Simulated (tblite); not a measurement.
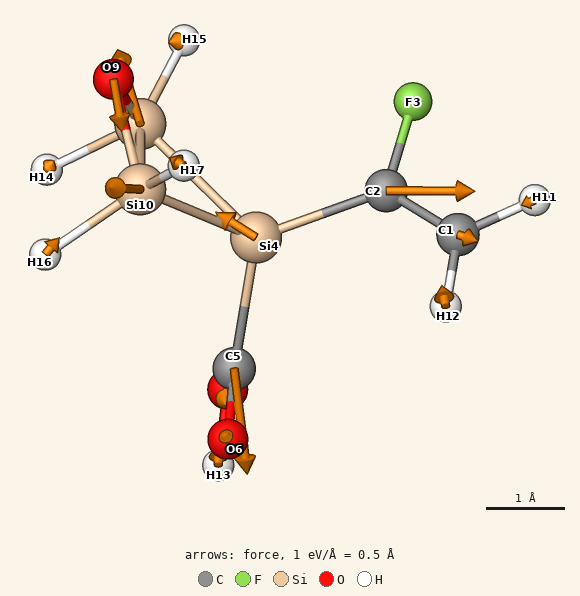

Starting geometry of C3H7FO3Si3 with the computed forces as orange arrows. Style: ball-and-stick. Shown at a tilt.

Computed with GFN2-xTB geometry optimisation, gas phase (tblite). 

Q: Is this structure relaxed? If not, where do the atoms go?

A: It isn't relaxed: the largest force vector, on a Si atom, is 3.05 eV/Å. The final displacements have little in common with the starting forces (cosine between the two patterns 0.19). The energy falls by 137.0 kJ/mol in 163 geometry steps. The largest move after the best rigid fit is that of an O atom, 1.66 Å. Largest moves by element: O 1.66 Å, F 1.48 Å, H 1.42 Å, C 0.52 Å, Si 0.32 Å. Near-neighbour distances that change, for instance: Si–Si 2.503 → 2.828 Å, Si–Si 2.241 → 2.367 Å, C–Si 1.813 → 1.916 Å, H–Si 1.493 → 1.460 Å. Bond angles that change, for instance: Si–O–Si 96.6° → 116.9°, C–Si–C 120.3° → 107.2°, Si–C–O 120.2° → 109.8°. Groups turn about C–Si by about 90°, C–Si by about 55°, O–Si by about 30°. Cost: 3 s on 1 thread of Arm Neoverse N1, with other jobs on the host.
